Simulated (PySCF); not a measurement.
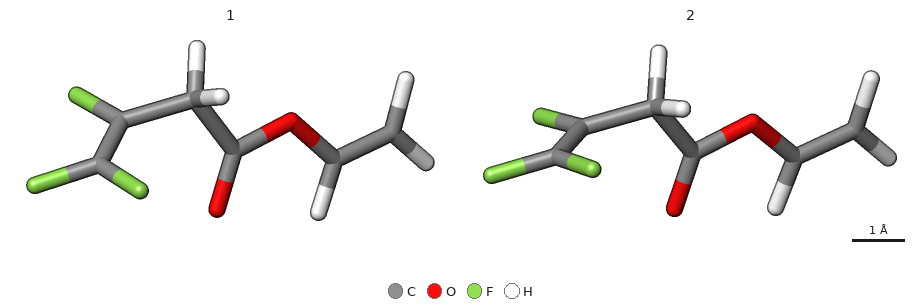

Two geometries of C6H5F3O2, drawn at one scale. One is the start of a relaxation, the other its converged end. A stick model, seen at a tilt.

Computed with PBE0-D3(BJ)/def2-SVP geometry optimisation, gas phase in PySCF 2.14.0, density-fitted response routines. 

### Which of the two is the end point?

Structure 2 is the relaxed one. The start comes from GFN2-xTB. The energy falls by 0.080 eV in 17 geometry steps. The largest force component goes from 0.9 to 0.021 eV/Å. The atom that moves furthest after the best rigid fit is an F atom (0.53 Å). By element the largest moves are F 0.53 Å, O 0.28 Å, H 0.26 Å, C 0.23 Å. Near-neighbour distances that change, for instance: C–C 1.531 → 1.513 Å, C–H 1.073 → 1.090 Å, C–F 1.321 → 1.305 Å, C–O 1.337 → 1.349 Å. Bond angles that change, for instance: H–C–H 109.1° → 106.5°. Groups turn about C–C by about 25°. The run took about 5 core-minutes on a shared host.
